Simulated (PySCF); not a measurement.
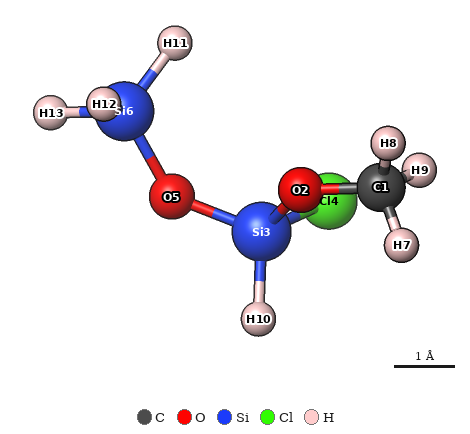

**Figure 1.** The input geometry of run 1 (ball-and-stick view, seen at a tilt; atoms are numbered from 1 in the order of the input). Bond lengths as drawn: Cl–Si 2.07 Å, C–H 1.10 Å, C–O 1.40 Å, H–Si 1.48 to 1.49 Å and O–Si 1.63 to 1.67 Å.

## Two runs on CH₇ClO₂Si₂

System: CH₇ClO₂Si₂.
Method of run 1: GIAO PBE0/pcSseg-1 NMR shielding, non-relativistic, gas phase (PySCF 2.14.0).

The geometry comes from this level: PBE0-D3(BJ)/def2-SVP. Text and figures count atoms from 1; the logs count them from 0 in places.

### Input, run 1
```
{"job": {"kind": "nmr", "xc": "PBE0", "basis": "pcSseg-1", "pop": false}, "charge": 0, "multiplicity": 1}
C     -2.215481    -0.819828    -0.129200
O     -0.963894    -0.266303     0.180500
Si    -0.264346     1.079900    -0.450400
Cl    -0.485826     1.020377    -2.504536
O      1.318435     1.031930    -0.052029
Si     2.515577    -0.116465     0.154056
H     -3.039096    -0.225624     0.303606
H     -2.264702    -1.833286     0.295251
H     -2.370317    -0.888919    -1.219499
H     -0.858308     2.340837     0.038929
H      2.401935    -1.171854    -0.894673
H      2.396474    -0.736551     1.504286
H      3.826169     0.578332     0.032069
```

The first line tells a small driver script what to run in PySCF; the rest is the geometry in Å.

Launched with:
```bash
OMP_NUM_THREADS=1 python <driver script> task.json out
```

Hardware: 1 CPU thread, shared host.

### Output (run 1)
```
coarse grid: 12472 points
cycle   1  E = -1231.2402449271  dE =  5.252e-01  |g| = 9.300e-01  |ddm| = 3.221e+00
cycle   2  E = -1230.9985961183  dE =  2.416e-01  |g| = 1.472e+00  |ddm| = 1.654e+00
cycle   3  E = -1231.3908349818  dE = -3.922e-01  |g| = 1.049e-01  |ddm| = 1.121e+00
cycle   4  E = -1231.3929205520  dE = -2.086e-03  |g| = 4.500e-02  |ddm| = 1.448e-01
cycle   5  E = -1231.3933373473  dE = -4.168e-04  |g| = 1.093e-02  |ddm| = 4.717e-02
cycle   6  E = -1231.3933544950  dE = -1.715e-05  |g| = 4.981e-03  |ddm| = 1.029e-02
cycle   7  E = -1231.3933586683  dE = -4.173e-06  |g| = 7.133e-04  |ddm| = 3.611e-03
final grid: 106832 points
cycle   8  E = -1231.4468158967  dE = -1.311e-05  |g| = 1.074e-02  |ddm| = 1.452e-02
cycle   9  E = -1231.4467923851  dE =  2.351e-05  |g| = 1.570e-02  |ddm| = 1.463e-02
cycle  10  E = -1231.4468348145  dE = -4.243e-05  |g| = 1.132e-03  |ddm| = 9.619e-03
cycle  11  E = -1231.4468350634  dE = -2.489e-07  |g| = 2.378e-04  |ddm| = 9.603e-04
cycle  12  E = -1231.4468350755  dE = -1.205e-08  |g| = 3.913e-05  |ddm| = 1.646e-04
cycle  13  E = -1231.4468350756  dE = -1.678e-10  |g| = 2.347e-05  |ddm| = 4.202e-05
converged SCF energy = -1231.4468350756

GIAO shielding tensors (ppm)
atom      isotropic    diamagn.    paramagn.     s11        s22        s33       span
  0 C      132.834     240.423    -107.589    106.688    108.514    183.299     76.611
  1 O      286.049     401.733    -115.684    225.641    294.939    337.566    111.925
  2 Si     390.067     879.944    -489.877    376.854    379.452    413.894     37.040
  3 Cl     880.224    1149.644    -269.419    776.015    823.084   1041.573    265.558
  4 O      279.749     399.547    -119.798    237.888    294.375    306.984     69.096
  5 Si     387.895     878.377    -490.482    345.085    359.229    459.371    114.286
  6 H       27.710      27.271       0.439     23.515     24.980     34.634     11.119
  7 H       27.522      28.059      -0.536     23.170     25.218     34.179     11.008
  8 H       27.508      28.305      -0.797     22.549     27.007     32.969     10.419
  9 H       26.264      28.527      -2.263     22.535     23.530     32.726     10.191
 10 H       26.188      29.446      -3.257     22.643     25.404     30.518      7.874
 11 H       26.285      29.240      -2.955     22.841     24.705     31.310      8.469
 12 H       26.398      27.520      -1.122     23.036     24.467     31.690      8.654
```

For run 2 the input was changed thus:
```diff
-"xc": "PBE0"
+"xc": "PBE"
```

Predict how the results change.

The total energies belong to different methods, so their difference says nothing on which is more stable or more accurate. The HOMO goes from −8.72 to −7.12 eV. The LUMO goes from 0.29 to −0.63 eV. The dipole moment goes from 1.64 to 1.57 D. Of all shieldings, the largest change is that of Cl4, by −28.7 ppm. The functional changes from PBE0 to PBE. Exact exchange removes part of the self-interaction error of semilocal functionals, which pushes filled and empty levels apart. The SCF takes 15 iterations against 13.

### Output (run 2)
```
coarse grid: 12472 points
cycle   1  E = -1231.0644480581  dE =  5.610e-01  |g| = 1.100e+00  |ddm| = 3.297e+00
cycle   2  E = -1230.1244256010  dE =  9.400e-01  |g| = 2.425e+00  |ddm| = 2.989e+00
cycle   3  E = -1231.2666939466  dE = -1.142e+00  |g| = 2.282e-01  |ddm| = 2.473e+00
cycle   4  E = -1231.2766113244  dE = -9.917e-03  |g| = 1.163e-01  |ddm| = 3.574e-01
cycle   5  E = -1231.2796761115  dE = -3.065e-03  |g| = 2.833e-02  |ddm| = 1.404e-01
cycle   6  E = -1231.2798013121  dE = -1.252e-04  |g| = 1.671e-02  |ddm| = 3.305e-02
cycle   7  E = -1231.2798490056  dE = -4.769e-05  |g| = 3.267e-03  |ddm| = 1.298e-02
cycle   8  E = -1231.2798513616  dE = -2.356e-06  |g| = 6.161e-04  |ddm| = 3.527e-03
final grid: 106832 points
cycle   9  E = -1231.3505432223  dE =  9.816e-07  |g| = 1.712e-02  |ddm| = 1.995e-02
cycle  10  E = -1231.3503911822  dE =  1.520e-04  |g| = 3.385e-02  |ddm| = 2.961e-02
cycle  11  E = -1231.3505907955  dE = -1.996e-04  |g| = 2.969e-03  |ddm| = 2.230e-02
cycle  12  E = -1231.3505927298  dE = -1.934e-06  |g| = 6.453e-04  |ddm| = 3.002e-03
cycle  13  E = -1231.3505928111  dE = -8.126e-08  |g| = 1.627e-04  |ddm| = 4.950e-04
cycle  14  E = -1231.3505928153  dE = -4.200e-09  |g| = 6.122e-05  |ddm| = 1.556e-04
cycle  15  E = -1231.3505928160  dE = -7.294e-10  |g| = 7.446e-06  |ddm| = 5.718e-05
converged SCF energy = -1231.3505928160

GIAO shielding tensors (ppm)
atom      isotropic    diamagn.    paramagn.     s11        s22        s33       span
  0 C      126.955     240.673    -113.718     99.487    101.445    179.932     80.445
  1 O      270.275     401.126    -130.852    205.022    281.472    324.330    119.308
  2 Si     374.977     881.110    -506.133    355.342    366.504    403.085     47.743
  3 Cl     851.529    1149.605    -298.076    736.338    791.898   1026.350    290.012
  4 O      268.772     398.589    -129.817    221.986    285.459    298.870     76.883
  5 Si     372.582     879.368    -506.785    325.809    341.185    450.753    124.944
  6 H       27.524      27.264       0.260     23.411     24.787     34.374     10.964
  7 H       27.412      28.210      -0.798     23.208     25.159     33.869     10.661
  8 H       27.315      28.399      -1.084     22.554     26.604     32.787     10.233
  9 H       25.900      28.613      -2.713     22.106     23.235     32.359     10.253
 10 H       25.896      29.507      -3.611     22.382     25.034     30.270      7.888
 11 H       26.020      29.308      -3.288     22.587     24.437     31.035      8.448
 12 H       26.162      27.541      -1.379     22.821     24.289     31.375      8.555
```

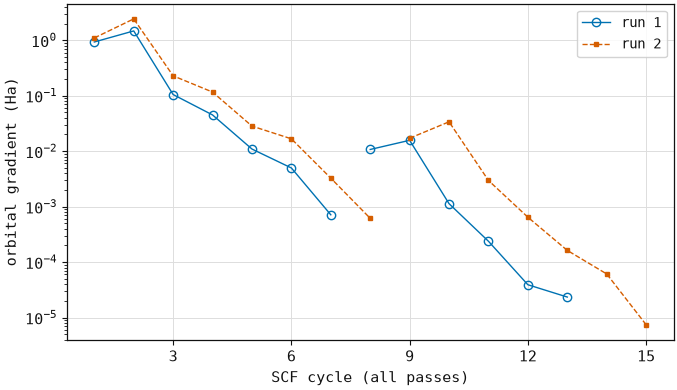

**Figure 2.** Convergence of the two runs: orbital gradient against the SCF cycle. A break in a curve parts two SCF passes (coarse and final grid). Run 1 takes 13 cycles in all, and run 2 takes 15.

### The two runs side by side

| quantity | run 1 | run 2 |
| --- | --- | --- |
| outcome | converged | converged |
| total energy (hartree) | −1231.446835 | −1231.350593 |
| HOMO (eV) | −8.72 | −7.12 |
| LUMO (eV) | 0.29 | −0.63 |
| dipole moment (D) | 1.64 | 1.57 |
| shielding of C1 (ppm) | 132.8 | 127.0 |
| shielding of O2 (ppm) | 286.0 | 270.3 |
| shielding of Si3 (ppm) | 390.1 | 375.0 |
| shielding of Cl4 (ppm) | 880.2 | 851.5 |
| shielding of O5 (ppm) | 279.7 | 268.8 |
| shielding of Si6 (ppm) | 387.9 | 372.6 |
| shielding of H10 (ppm) | 26.3 | 25.9 |
| SCF iterations | 13 | 15 |
| basis functions | 158 | 158 |
| wall time (shared host) | 22 s | 31 s |
